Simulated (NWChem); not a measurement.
**C2HFN+ (SMILES Fc1[cH+]n1): B97-D/cc-pVDZ-DK (DKH3, SMD nitromethane)**

Aim: the vertical ionisation energy of C2HFN+ at B97-D/cc-pVDZ-DK (DKH3, SMD nitromethane), from 2 runs. 

Program for the calculation: NWChem 7.3.0.

1 further run of the same task is left out (set aside as unsound or not needed).

## (1) The structure to begin with

C2HFN+ has 5 atoms, charge +1, and is taken as a singlet. As SMILES, `Fc1[cH+]n1`. The shape is that of a GFN2-xTB optimisation.

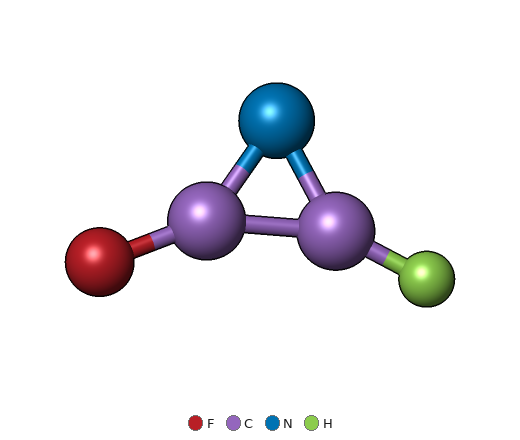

Viewed from a chosen angle; fluorine red, carbon purple, nitrogen blue, hydrogen green.

## (2) Energy and forces at B97-D/cc-pVDZ-DK (DKH3, SMD nitromethane)

Input file mol.nw:

```
START mol
TITLE "C2HFN"
memory stack 880 mb heap 220 mb global 1100 mb
charge 1

GEOMETRY noautosym nocenter
  zmatrix
    F
    C 1 r2
    C 2 r3 1 a3
    N 3 r4 2 a4 1 d4
    H 3 r5 4 a5 2 d5
  variables
    r2 1.236968
    r3 1.374379
    a3 154.26804
    r4 1.332505
    a4 59.25385
    d4 -179.95686
    r5 1.082792
    a5 144.81659
    d5 179.9848
  end
END

BASIS spherical
  * library cc-pVDZ-DK
END

RELATIVISTIC
  douglas-kroll dk3
END

COSMO
  do_cosmo_smd true
  solvent ch3no2
END

DFT
  xc becke97-d
  mult 1
  grid medium
  convergence energy 1e-08
  direct
  mulliken
  print medium
END

TASK dft gradient
```

Command:

```
$ nwchem mol.nw > mol.out
```

Log:

```text
[...]
          Wavefunction type:  closed shell.
          No. of atoms     :     5
          No. of electrons :    28
[...]
          Charge           :     1
          Spin multiplicity:     1
[...]
          AO basis - number of functions:    61
[...]
              XC Information
              --------------
                   Becke 97-D Method XC Functional
                  Becke 1997-D Exchange Functional  1.000
                Becke 1997-D Correlation Potential  1.000
[...]
 d= 0,ls=0.0,diis     1   -230.8626786108 -3.33D+02  3.40D-02  1.28D+00     4.1
[...]
 d= 0,ls=0.0,diis     9   -231.1017533865 -5.25D-10  3.21D-08  1.06D-11    38.2
         Total DFT energy =     -231.101753386504
      One electron energy =     -503.385855532639
           Coulomb energy =      204.264172766742
    Exchange-Corr. energy =      -28.105813754230
 Nuclear repulsion energy =      102.200516434772
    Dispersion correction =       -0.001735579904
[...]
      Total Density - Mulliken Population Analysis
     ---------------------------------------------
    Atom       Charge   Shell Charges
 -----------   ------   -------------------------------------------------------
    1 F    9     8.89   2.01  0.93  0.94  3.34  1.67  0.01
    2 C    6     5.63   2.01  0.69  0.40  2.01  0.28  0.22
    3 C    6     5.66   2.01  0.74  0.56  1.95  0.30  0.09
    4 N    7     6.97   2.01  0.86  0.85  2.20  0.99  0.05
    5 H    1     0.86   0.70  0.12  0.04
[...]
  wavefunction    = closed shell
[...]
                         DFT ENERGY GRADIENTS
    atom               coordinates                        gradient
                 x          y          z           x          y          z
   1 F       0.000000   0.000000   0.000000    0.008855  -0.000012   0.024387
   2 C       0.000000   0.000000   2.337531   -0.026435   0.000039  -0.044109
   3 C       1.127604   0.000000   4.677179   -0.009630  -0.000042   0.031977
   4 N      -1.380828  -0.001629   4.457093    0.032535   0.000014  -0.000761
   5 H       2.690524   0.000941   5.997836   -0.005325   0.000001  -0.011494
[...]
```

It took 61 s on 1 thread of Intel Xeon at 2.60GHz (Ice Lake), shared host; peak memory 0.11 GiB.

## (3) Doublet [C2HFN]2+ at the same level

Input file calc.nw:

```
start calc
memory stack 880 mb heap 220 mb global 1100 mb
charge 2

geometry units angstrom noautosym nocenter noautoz
F     0.149560   -1.546570    1.034770
C    -0.050600   -0.614570    0.246480
C     0.095300    0.673310   -0.210680
N    -0.656780   -0.204000   -0.874210
H     0.462520    1.691830   -0.196360
end

basis spherical
* library cc-pVDZ-DK
end

relativistic
douglas-kroll dk3
end

cosmo
do_cosmo_smd true
solvent ch3no2
end

dft
xc becke97-d
mult 2
grid medium
convergence energy 1e-08
direct
iterations 150
mulliken
noprint "final vectors analysis"
end

task dft gradient
```

Command:

```
$ nwchem calc.nw > calc.out
```

Log:

```text
[...]
          Wavefunction type:  spin polarized.
          No. of atoms     :     5
          No. of electrons :    27
[...]
          Charge           :     2
          Spin multiplicity:     2
[...]
          AO basis - number of functions:    61
[...]
              XC Information
              --------------
                   Becke 97-D Method XC Functional
                  Becke 1997-D Exchange Functional  1.000
                Becke 1997-D Correlation Potential  1.000
[...]
 d= 0,ls=0.0,diis     1   -230.0188940883 -3.32D+02  2.95D-02  6.91D-01     4.3
[...]
 d= 0,ls=0.0,diis    10   -230.7069214531 -4.85D-09  1.55D-07  6.44D-11    49.9
[...]
         Total DFT energy =     -230.706921453068
      One electron energy =     -488.300051250135
           Coulomb energy =      194.861191891041
    Exchange-Corr. energy =      -27.671909033423
 Nuclear repulsion energy =      102.200531576967
    Dispersion correction =       -0.001735578392
[...]
      Total Density - Mulliken Population Analysis
     ---------------------------------------------
    Atom       Charge   Shell Charges
 -----------   ------   -------------------------------------------------------
    1 F    9     8.73   2.01  0.95  0.94  3.29  1.53  0.01
    2 C    6     5.45   2.01  0.73  0.36  1.94  0.17  0.23
    3 C    6     5.39   2.01  0.79  0.52  1.84  0.12  0.10
    4 N    7     6.67   2.01  0.88  0.81  2.14  0.77  0.05
    5 H    1     0.76   0.65  0.07  0.04
[...]
      <S2> =      0.7532 (Exact =     0.7500)
[...]
  wavefunction    = open shell
[...]
                         DFT ENERGY GRADIENTS
    atom               coordinates                        gradient
                 x          y          z           x          y          z
   1 F       0.282627  -2.922594   1.955432    0.002726  -0.024857   0.016233
   2 C      -0.095620  -1.161369   0.465780    0.012862   0.096745  -0.032104
   3 C       0.180091   1.272371  -0.398127    0.021063  -0.034047   0.050104
   4 N      -1.241134  -0.385504  -1.652017   -0.024223  -0.014345  -0.027691
   5 H       0.874036   3.197095  -0.371067   -0.012428  -0.023495  -0.006542
[...]
```

It took 73 s on 1 thread of Intel Xeon at 2.60GHz (Ice Lake), shared host; peak memory 0.11 GiB.

## (4) Results

At B97-D/cc-pVDZ-DK (DKH3, SMD nitromethane):

| quantity | value |
| --- | --- |
| singlet C2HFN+: total energy | -231.10175 Eh |
| singlet C2HFN+: HOMO energy | -9.29 eV |
| singlet C2HFN+: LUMO energy | -4.73 eV |
| singlet C2HFN+: HOMO–LUMO gap | 4.55 eV |
| singlet C2HFN+: dispersion energy | -4.56 kJ/mol |
| singlet C2HFN+: solvent term in the energy | -301.7 kJ/mol |
| singlet C2HFN+: largest force on an atom | 2.644 eV/Å |
| doublet [C2HFN]2+: total energy | -230.70692 Eh |
| doublet [C2HFN]2+: HOMO energy (highest over α and β) | -13.71 eV |
| doublet [C2HFN]2+: LUMO energy (lowest over α and β) | -12.18 eV |
| doublet [C2HFN]2+: dispersion energy | -4.56 kJ/mol |
| doublet [C2HFN]2+: solvent term in the energy | -1129.0 kJ/mol |
| doublet [C2HFN]2+: ⟨S²⟩ | 0.753 |
| doublet [C2HFN]2+: largest force on an atom | 5.283 eV/Å |
| vertical ionisation energy (to the doublet dication) | 10.744 eV |

In words: The vertical ionisation energy comes to 10.74 eV (248 kcal/mol). The largest force (singlet C2HFN+) is 2.64 eV/Å: the shape isn't a stationary point for this species at this level. The continuum is in equilibrium with both charges, so this lies below a true vertical value in solution, where the slow polarisation stays frozen. −ε(HOMO) before ionisation, 9.29 eV, is 1.46 eV below this ionisation energy. Mulliken charges (doublet [C2HFN]2+) run from +0.24 on H5 to +0.61 on C3; they depend strongly on the basis.
